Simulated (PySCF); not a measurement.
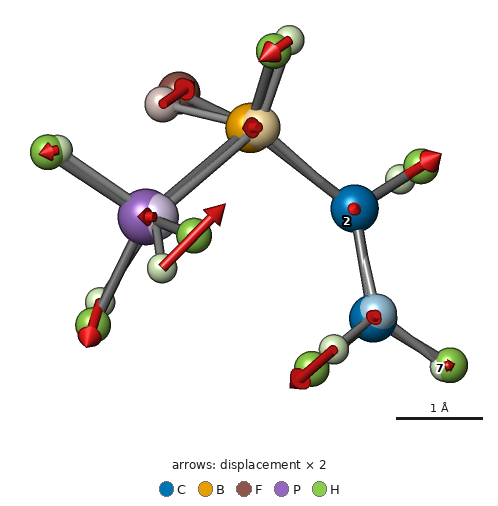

A relaxation of C$_{2}$H$_{7}$BFP. The starting structure is drawn faded, the final one solid; red arrows show the displacements, 2 times their true length. The two geometries are superimposed by the best rigid fit.

The picture is a ball-and-stick view, seen at a tilt.

The start comes from GFN2-xTB. Its atoms were then displaced at random by about 0.01 Å.

Method: PBE0-D3(BJ)/def2-SVP geometry optimisation, gas phase in PySCF 2.14.0, density-fitted response routines. 

**What happened in the run?**

After 14 geometry steps the energy has fallen by 0.263 eV. An H atom moves most after the best rigid fit: 0.53 Å. Largest moves by element: H 0.53 Å, F 0.37 Å, B 0.16 Å, P 0.12 Å, C 0.10 Å. Near-neighbour distances that change, for instance: H–P 1.367 → 1.421 Å, B–F 1.433 → 1.382 Å, C–H 1.064 → 1.101 Å, B–P 2.054 → 2.085 Å. Among the angles between lasting bonds that change: B–P–H 138.2° → 115.1°, B–P–H 109.4° → 126.6°, F–B–P 90.0° → 105.5°. The run took 63 s on 1 thread of Arm Neoverse V1, on a shared host.
